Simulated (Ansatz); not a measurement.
# A frame of liquid 80GeO2-20CaO (mol %) from 3000 K (98 atoms): where an added charge goes, part 3 of 4

Does an extra electron or hole in a frame of liquid 80GeO2-20CaO (mol %) from 3000 K (98 atoms) stay spread out, or do the atoms trap it?

Ansatz 0.2.0; Kohn-Sham DFT, revPBE, PAW (set soft_2), plane waves.

The cell: 28 Ge, 7 Ca and 63 O. The starting topology of bonds comes from the classical model. Only the Γ point is sampled, in a cell whose shortest periodic width is 11 Å. The liquid is relaxed first.

So far. Step 6 (An extra electron, atoms relaxed): The relaxation converged after 5 steps, 0.0457 eV below its start, with a largest force component of 0.019 eV/Å. Step 6 (An extra electron, atoms relaxed): An extra electron, atoms relaxed: the energy stands 6.00 eV above that of the reference, with a moment of 0.91 μB.

## Step 7: An extra electron, levels at the relaxed geometry

A single point at the new geometry gives levels and spin density.

File input.yaml:

```yaml
crystal:
  lattice:
    - [11.4603, 0.0, 0.0]
    - [0.0, 11.4603, 0.0]
    - [0.0, 0.0, 11.4603]
  atoms:
    - { symbol: Ge, position: [0.08539, 0.12925, 0.52715] }
    - { symbol: Ge, position: [0.56191, 0.09696, 0.06039] }
    - { symbol: Ge, position: [0.85372, 0.97969, 0.83021] }
    - { symbol: Ge, position: [0.70205, 0.02592, 0.36305] }
    - { symbol: Ge, position: [0.80363, 0.72529, 0.91357] }
    - { symbol: Ge, position: [0.93989, 0.6396, 0.69369] }
    [... 86 atom lines left out ...]
    - { symbol: O, position: [0.54709, 0.49761, 0.04516] }
    - { symbol: O, position: [0.13517, 0.56296, 0.96269] }
    - { symbol: O, position: [0.76742, 0.92746, 0.71436] }
    - { symbol: O, position: [0.82936, 0.13207, 0.86022] }
    - { symbol: O, position: [0.0738, 0.75077, 0.34942] }
    - { symbol: O, position: [0.56122, 0.81604, 0.6012] }
total_charge: -1
kpoints:
  mp_grid: { grid: [1, 1, 1] }
hamiltonian:
  xc: revpbe
scf:
  occupations: { method: fermi_dirac, width: 0.01 }
  lower_state_search: "off"
output:
  forces: true
  stress: true
  populations: true
  dos:
    method: { smearing: { sigma: 0.1 } }
    de: 0.1
    projected: { site_lists: { Ca: [Ca], Ge: [Ge], O: [O] } }
  eigenvalues: true
  write_density: true
  write_potential: true
  volumetric_format: npy
magnetization:
  spin_polarized: true
  initial_magnetization: 1
```

Launch:

```bash
ansatz run input.yaml --threads 4 --pin off --max-ram 8192MiB --backend cpu --events-out ev --progress --plain --runs-dir out
```

Numbers of over 12 decimals in the logs are rounded to 6 here.

What it wrote:

```text
[...]
Crystal: 98 atoms, lattice volume = 1505.178 Å³
Basis set: ecut = 420 eV, 29423 PW (Γ), exchange–correlation on 160×160×160 points (8 copies of the dense FFT grid, shifted against one another)
Bands: 519, of which v1, the nominal top of the filled ones, is band 421 counted from 1 (420 counted from 0)
Symmetry: 1 space group operations
[...]
k-points: 1
[...]
Starting moments: Σ|m| = 1 μB on 98 of 98 sites
[...]
SCF iter   1: F=—  HF=-168991.504865 eV  |F-HF|=—  |Δ(HF+E_count)|=         —  Δρ=4.19e-2 (↑4.19e-2 ↓4.14e-2)  dr2=1.50e2  dr2_m=1.55e-1  M=1.000 μB ∫|m|=1.081 μB  β_m=1.00  ethr=3.10e-3  ⟨swp⟩=8.0  Hψ=4358  notcnv=0  defer=134
[...]
SCF iter  14: F=—  HF=-168950.048284 eV  |F-HF|=—  |Δ(HF+E_count)|=   3.15e-4  Δρ=1.79e-4 (↑1.79e-4 ↓1.77e-4)  dr2=1.67e-6  dr2_m=4.36e-4  M=0.749 μB ∫|m|=0.826 μB  β_m=0.30  ethr=4.14e-10  ⟨swp⟩=3.0  Hψ=2208  notcnv=0  defer=188
[...]
spin-set hold released at iteration 14 (site moments contracting): the magnetisation degrees of freedom join the quasi-Newton model from the next iteration; the mixer history was flushed
SCF iter  15: F=—  HF=-168950.048539 eV  |F-HF|=—  |Δ(HF+E_count)|=   2.55e-4  Δρ=1.63e-4 (↑1.63e-4 ↓1.60e-4)  dr2=2.28e-6  dr2_m=3.61e-4  M=0.777 μB ∫|m|=0.860 μB  β_m=0.23  ethr=1.98e-10  ⟨swp⟩=4.0  Hψ=2351  notcnv=0  defer=188
[...]
SCF iter  22: F=-168950.049405 eV  HF=-168950.049405 eV  |F-HF|=3.49e-10  |Δ(HF+E_count)|=   1.83e-9  Δρ=1.28e-7 (↑1.28e-7 ↓1.28e-7)  dr2=2.96e-10  dr2_m=1.67e-10  M=0.906 μB ∫|m|=1.024 μB  ethr=1.00e-12  ⟨swp⟩=5.0  Hψ=5316  notcnv=0
SCF 1 converged in 22 iterations: F = -168950.049405 eV  dr2 = 2.96e-10
[...]
SCF converged after 22 iterations
Magnetization: 0.9064 μB (420.9532 up, 420.0468 down)
Absolute magnetization: 0.9857 μB (∫|ρ↑−ρ↓|, with the PAW one-centre terms)
[...]
Per-site moments (μB) at R_I (Å): [(0.00225421, 0.726726), (0.00229702, 0.727899), (0.00667202, 0.726185), (0.00254091, 0.723776), (0.00159201, 0.702153), [...]
Free energy (F): -168950.049405 eV
[...]
Internal energy: -168950.045626 eV  (E = F + TS)
E sigma→0 (E₀):  -168950.047515 eV
Entropy (-TS):   -0.003779 eV (-0.039 meV/atom)
Fermi energy:    6.004122 eV
[...]
--- Forces (eV/Å), atoms counted from 1 ---
  atom   1  Ge    -0.01240630    -0.00021762    -0.00948611
  atom   2  Ge     0.00759217    -0.00544959     0.00570035
  atom   3  Ge    -0.00058813    -0.01531696    -0.01035929
  atom   4  Ge     0.00843776    -0.00340315     0.01189164
  atom   5  Ge     0.00581104    -0.00874653    -0.00959178
  atom   6  Ge     0.00165782    -0.00665789    -0.00231342
  atom   7  Ge    -0.01841513    -0.00086723    -0.01180756
  atom   8  Ge    -0.00508554    -0.00376853    -0.00067978
  atom   9  Ge     0.00974794     0.01226969    -0.00377183
  atom  10  Ge    -0.00507952    -0.00221561     0.00098300
  atom  11  Ge     0.00280703     0.00759187    -0.00039605
  atom  12  Ge    -0.00553140    -0.01373729    -0.00744584
  atom  13  Ge     0.00405067    -0.00343882     0.00124799
  atom  14  Ge    -0.00447960     0.00785705    -0.00933138
[...]
atom  97  O      0.00314602    -0.00058367    -0.01347809
  atom  98  O     -0.00276720    -0.00526307     0.00152879
  max |Σ_I F_I| component: 1.76e-5 eV/Å
--- Stress (GPa, compression-positive) ---
       -0.760365       0.455120      -0.271117
        0.455120      -0.610317      -0.376877
       -0.271117      -0.376877       1.380930
  P = ⅓ Tr σ = 0.0034 GPa (0.034 kbar)
--- Band table (eV) ---
[...]
--- Löwdin populations: 98 sites ---
  site symbol       q [e]    m [muB]
     0     Ge     12.4861     0.0093
     1     Ge     12.4319     0.0110
     2     Ge     12.4382     0.0249
[...]
97      O      6.9998     0.0028
  spilling = 0.006429 (of n_electrons = 841.000000)
```

It took 2.5 min on 4 threads of Arm Neoverse V1, shared host; peak memory 3.9 GiB.

An extra electron, levels at the relaxed geometry: the energy stands 6.00 eV above that of the reference, with a moment of 0.91 μB.

The levels nearest the highest filled one (over half full), pooled over k-points and spins:

```csv
level less the highest filled one (eV),occupation
-1.64,1
-1.45,1
-1.44,1
0,0.953
0.0603,0.047
1.23,0
1.30,0
1.37,0
```

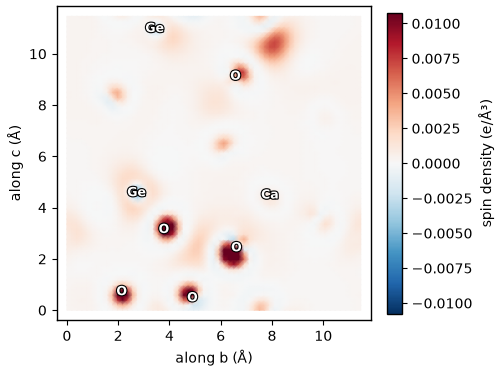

Spin density in the bc plane at fractional x = 0.321, with atoms of Ge and Ca and O within 0.2 Å of it.

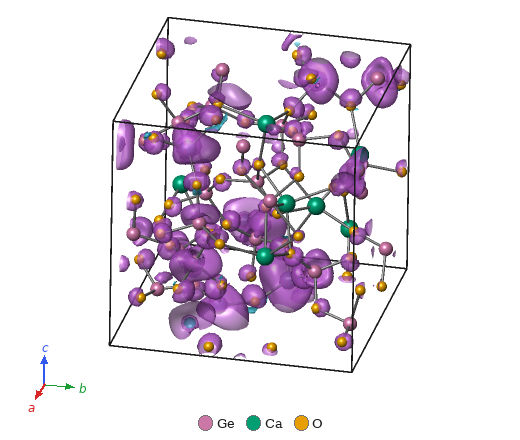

Surfaces of spin density = ±0.0029 e/Å³, which hold about 50 % of the integral of its size. The two colours are the two signs. Bonds to atoms that aren't drawn are left out.

## Step 8: Neutral at the geometry of the electron

The neutral cell at the new geometry gives the energy of that geometry without the charge.

File input.yaml:

```yaml
crystal:
  lattice:
    - [11.4603, 0.0, 0.0]
    - [0.0, 11.4603, 0.0]
    - [0.0, 0.0, 11.4603]
  atoms:
    [... the 98 atom lines of step 7 ...]
kpoints:
  mp_grid: { grid: [1, 1, 1] }
hamiltonian:
  xc: revpbe
scf:
  occupations: { method: gaussian, width: 0.025 }
output:
  forces: true
  stress: true
  populations: true
  dos:
    method: { smearing: { sigma: 0.1 } }
    de: 0.1
    projected: { site_lists: { Ca: [Ca], Ge: [Ge], O: [O] } }
  eigenvalues: true
```

What it wrote:

```text
[...]
Crystal: 98 atoms, lattice volume = 1505.178 Å³
Basis set: ecut = 420 eV, 29423 PW (Γ), exchange–correlation on 160×160×160 points (8 copies of the dense FFT grid, shifted against one another)
Bands: 518, of which v1, the nominal top of the filled ones, is band 420 counted from 1 (419 counted from 0)
Symmetry: 1 space group operations
[...]
k-points: 1
[...]
SCF iter   1: F=—  HF=-168956.050383 eV  |F-HF|=—  |Δ(HF+E_count)|=         —  Δρ=4.41e-3  dr2=3.95e-1  ethr=1.77e-3  ⟨swp⟩=6.0  Hψ=2017  notcnv=0  defer=66
[...]
SCF iter   9: F=—  HF=-168955.993632 eV  |F-HF|=—  |Δ(HF+E_count)|=   1.41e-6  Δρ=4.28e-6  dr2=2.44e-7  ethr=3.82e-10  ⟨swp⟩=2.0  Hψ=801  notcnv=0  defer=93
SCF iter  10: F=-168955.993632 eV  HF=-168955.993632 eV  |F-HF|=5.02e-8  |Δ(HF+E_count)|=   4.77e-7  Δρ=2.05e-6  dr2=6.06e-8  ethr=1.19e-11  ⟨swp⟩=13.0  Hψ=2726  notcnv=0
SCF 1 converged in 10 iterations: F = -168955.993632 eV  dr2 = 6.06e-8
[...]
SCF converged after 10 iterations
Free energy (F): -168955.993632 eV
[...]
Internal energy: -168955.993632 eV  (E = F + TS)
E sigma→0 (E₀):  -168955.993632 eV
Fermi energy:    5.243855 eV
[...]
Σ components = -168955.993632   (vs F -168955.993632, Δ=0.00e0)
--- Forces (eV/Å), atoms counted from 1 ---
  atom   1  Ge     0.04245599    -0.08146864    -0.02608936
  atom   2  Ge     0.00262726    -0.21075230    -0.06268863
  atom   3  Ge    -0.04518439    -0.17680831    -0.07892196
  atom   4  Ge     0.09796545    -0.13099201     0.09755344
[...]
atom  98  O      0.05314927     0.06827571     0.02268233
  max |Σ_I F_I| component: 6.61e-5 eV/Å
--- Stress (GPa, compression-positive) ---
       -1.312168       0.502163      -0.256140
        0.502163      -1.173158      -0.421527
       -0.256140      -0.421527       0.846608
  P = ⅓ Tr σ = -0.5462 GPa (-5.462 kbar)
--- Band table (eV) ---
[...]
--- Löwdin populations: 98 sites ---
  site symbol       q [e]
     0     Ge     12.4723
     1     Ge     12.4177
     2     Ge     12.4121
[...]
97      O      6.9940
  spilling = 0.006405 (of n_electrons = 840.000000)
```

Wall time 35 s (4 threads); peak memory 2.3 GiB; 2.3 min of CPU time.

Neutral at the geometry of the electron: the energy stands 0.0513 eV above that of the reference.

## Step 9: An extra hole, atoms held

The electron count changes by one with the atoms held: a vertical process, on a uniform background, with spin and a narrow Fermi–Dirac smearing. Its energy against the neutral cell hangs on the program's zero of potential.

input.yaml: that of step 8 with these lines changed.

```diff
@@ -6,3 +6,4 @@
   atoms:
-    [... the 98 atom lines of step 7 ...]
+    [... the 98 atom lines of step 4 ...]
+total_charge: 1
 kpoints:
@@ -12,3 +13,4 @@
 scf:
-  occupations: { method: gaussian, width: 0.025 }
+  occupations: { method: fermi_dirac, width: 0.01 }
+  lower_state_search: "off"
 output:
@@ -22 +24,7 @@
   eigenvalues: true
+  write_density: true
+  write_potential: true
+  volumetric_format: npy
+magnetization:
+  spin_polarized: true
+  initial_magnetization: 1
```

What it wrote:

```text
[...]
Crystal: 98 atoms, lattice volume = 1505.178 Å³
Basis set: ecut = 420 eV, 29423 PW (Γ), exchange–correlation on 160×160×160 points (8 copies of the dense FFT grid, shifted against one another)
Bands: 518, of which v1, the nominal top of the filled ones, is band 420 counted from 1 (419 counted from 0)
Symmetry: 1 space group operations
[...]
k-points: 1
[...]
Starting moments: Σ|m| = 1 μB on 98 of 98 sites
[...]
SCF iter   1: F=—  HF=-169003.214496 eV  |F-HF|=—  |Δ(HF+E_count)|=         —  Δρ=4.51e-2 (↑4.28e-2 ↓4.51e-2)  dr2=1.42e2  dr2_m=6.01e-1  M=1.000 μB ∫|m|=1.086 μB  β_m=1.00  ethr=3.10e-3  ⟨swp⟩=7.0  Hψ=4350  notcnv=0  defer=129
[...]
SCF iter   2: F=—  HF=-168976.043294 eV  |F-HF|=—  |Δ(HF+E_count)|=         —  Δρ=3.01e-2 (↑2.78e-2 ↓3.01e-2)  dr2=5.94e1  dr2_m=4.86e-1  M=0.306 μB ∫|m|=0.493 μB  β_m=0.30  ethr=3.10e-3  ⟨swp⟩=3.0  Hψ=1778  notcnv=0  defer=186
[...]
spin=Collinear: Kerker preconditioning applied to the charge; magnetization (m = ρ↑ − ρ↓) channel mixes plain (no charge-response kernel on spin).
SCF iter   3: F=—  HF=-168970.563526 eV  |F-HF|=—  |Δ(HF+E_count)|=    5.48e0  Δρ=2.16e-2 (↑2.09e-2 ↓2.16e-2)  dr2=3.95e1  dr2_m=2.43e-1  M=0.948 μB ∫|m|=1.051 μB  β_m=0.30  ethr=3.10e-3  ⟨swp⟩=2.0  Hψ=1198  notcnv=0  defer=188
SCF iter   4: F=—  HF=-168964.133472 eV  |F-HF|=—  |Δ(HF+E_count)|=    6.43e0  Δρ=1.51e-2 (↑9.57e-3 ↓1.51e-2)  dr2=2.23e1  dr2_m=4.61e-1  M=0.859 μB ∫|m|=1.019 μB  β_m=0.30  ethr=3.10e-3  ⟨swp⟩=4.0  Hψ=2906  notcnv=0  defer=182
[...]
SCF iter  15: F=—  HF=-168960.336880 eV  |F-HF|=—  |Δ(HF+E_count)|=   2.82e-2  Δρ=5.26e-3 (↑1.89e-3 ↓5.26e-3)  dr2=1.14e0  dr2_m=7.86e-2  M=1.000 μB ∫|m|=1.134 μB  β_m=0.30  ethr=2.00e-4  ⟨swp⟩=2.0  Hψ=1200  notcnv=0  defer=188
[...]
SCF iter  20: F=—  HF=-168960.259888 eV  |F-HF|=—  |Δ(HF+E_count)|=   1.18e-2  Δρ=1.79e-3 (↑5.45e-4 ↓1.79e-3)  dr2=1.77e-1  dr2_m=1.11e-2  M=1.000 μB ∫|m|=1.130 μB  β_m=0.13  ethr=3.47e-5  ⟨swp⟩=3.5  Hψ=1229  notcnv=0  defer=187
[...]
SCF iter  39: F=-168960.237407 eV  HF=-168960.237407 eV  |F-HF|=1.20e-8  |Δ(HF+E_count)|=   3.32e-9  Δρ=8.21e-7 (↑1.10e-7 ↓8.21e-7)  dr2=1.54e-8  dr2_m=2.49e-9  M=1.000 μB ∫|m|=1.128 μB  β_m=0.24  ethr=1.31e-12  ⟨swp⟩=4.5  Hψ=4500  notcnv=0
SCF iter  40: F=-168960.237407 eV  HF=-168960.237407 eV  |F-HF|=3.81e-9  |Δ(HF+E_count)|=  2.33e-10  Δρ=4.10e-7 (↑9.09e-8 ↓4.10e-7)  dr2=4.88e-9  dr2_m=4.67e-10  M=1.000 μB ∫|m|=1.128 μB  ethr=1.31e-12  ⟨swp⟩=4.5  Hψ=4191  notcnv=0
SCF 1 converged in 40 iterations: F = -168960.237407 eV  dr2 = 4.88e-9
[...]
SCF converged after 40 iterations
Magnetization: 0.9998 μB (419.9999 up, 419.0001 down)
Absolute magnetization: 1.1299 μB (∫|ρ↑−ρ↓|, with the PAW one-centre terms)
[...]
Per-site moments (μB) at R_I (Å): [(-5.2975001812687147e-5, 0.725811), (9.248033453196313e-5, 0.725692), (-2.9471320917032707e-5, 0.723267), (-9.435959188418654e-6, 0.722058), (-7.377317632330183e-5, 0.701080), [...]
Free energy (F): -168960.237407 eV
[...]
Internal energy: -168960.229344 eV  (E = F + TS)
E sigma→0 (E₀):  -168960.233375 eV
Entropy (-TS):   -0.008063 eV (-0.082 meV/atom)
Fermi energy:    3.928144 eV
[...]
Σ components = -168960.237407   (vs F -168960.237407, Δ=0.00e0)
--- Forces (eV/Å), atoms counted from 1 ---
  atom   1  Ge     0.20752621     0.03730810     0.17454624
  atom   2  Ge     0.09928928     0.11947948    -0.11954996
  atom   3  Ge    -0.00383408     0.14746745     0.02697506
  atom   4  Ge     0.06499254     0.11002457     0.03106651
[...]
atom  98  O     -0.02660297    -0.19634298    -0.06473792
  max |Σ_I F_I| component: 3.42e-5 eV/Å
--- Stress (GPa, compression-positive) ---
       -0.741875       0.716816      -0.164033
        0.716816      -0.561657      -0.432799
       -0.164033      -0.432799       1.408786
  P = ⅓ Tr σ = 0.0351 GPa (0.351 kbar)
--- Band table (eV) ---
[...]
--- Löwdin populations: 98 sites ---
  site symbol       q [e]    m [muB]
     0     Ge     12.4641    -0.0006
     1     Ge     12.4059    -0.0002
     2     Ge     12.4038    -0.0002
[...]
97      O      6.9980     0.0016
  spilling = 0.006315 (of n_electrons = 839.000000)
```

It took 2.8 min on 4 threads; peak memory 3.9 GiB; 11 min of CPU time.

An extra hole, atoms held: the energy stands 4.19 eV below that of the reference, with a moment of 1.00 μB.

The levels nearest the highest filled one (over half full), pooled over k-points and spins:

```
level less the highest filled one (eV)  occupation
                                -0.073           1
                               -0.0344       0.996
                               -0.0254        0.99
                                     0       0.889
                                0.0403       0.125
                                  2.17           0
                                  2.17           0
                                  3.42           0
```

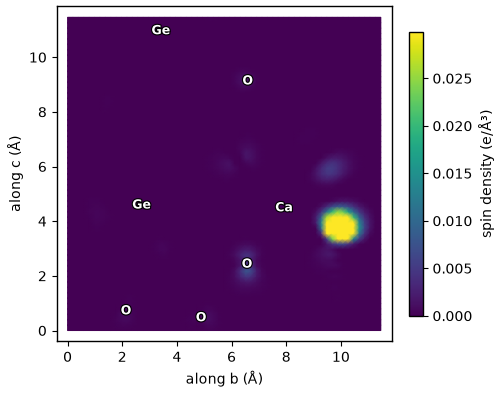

Spin density in the bc plane at fractional x = 0.320, with atoms of Ge and Ca and O within 0.2 Å of it.

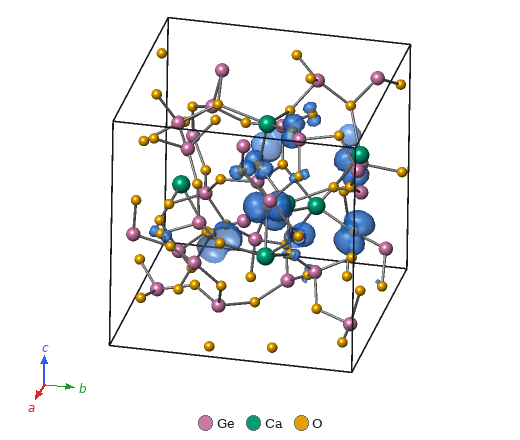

Surface of spin density = 0.012 e/Å³, which holds about 70 % of the integral of its size. Bonds to atoms that aren't drawn are left out.

## Step 10: An extra hole, atoms relaxed

The atoms now respond to the charge; the energy gained comes from screening by the atoms, from trapping if the charge localises, and from any strain left in the reference.

Input and log are left out; they have the form of those shown for this kind of step.

Run time: 7.4 min. Hardware: 4 threads of Arm Neoverse V1, shared host; peak memory 3.8 GiB; 29 min of CPU time.

The relaxation converged after 8 steps, 0.427 eV below its start, with a largest force component of 0.041 eV/Å.

An extra hole, atoms relaxed: the energy stands 4.62 eV below that of the reference, with a moment of 1.00 μB.

[end of part 3 of 4]

[Logs are printed without paths, hosts, clocks, repeated set-up lines and the standing remarks that a program may print on its own settings, such as how far it seeks lower states.]

[Hosts, paths, dates, database ids (printed as entryN), source tags and the programs' standing remarks are cut or masked in the printed files.]
